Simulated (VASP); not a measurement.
Band structure of NbP (relaxed from the NbAs structure, space group I4_1md). Method: PBE GGA, VASP's PBE PAW potentials (set 64) (plane waves; VASP).

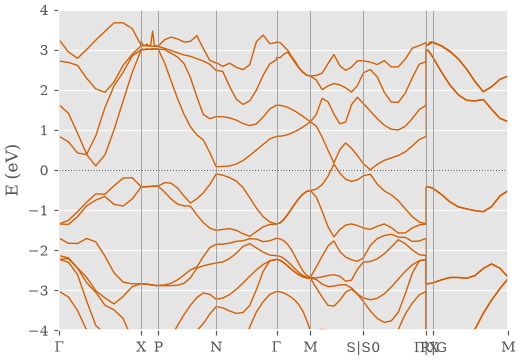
Figure. Bands along high-symmetry lines, zero at the valence-band maximum or, without a gap, the Fermi level

Q: Read the plot: is there a gap, and where are the band edges?

A: It has no gap at this level: it comes out as a metal or semimetal. (Edges off the drawn lines would not show.)

The structure was generated: NbP was put into the NbAs type (I4_1md), which need not be its known phase. It was relaxed first, which changed the volume by +12 %.
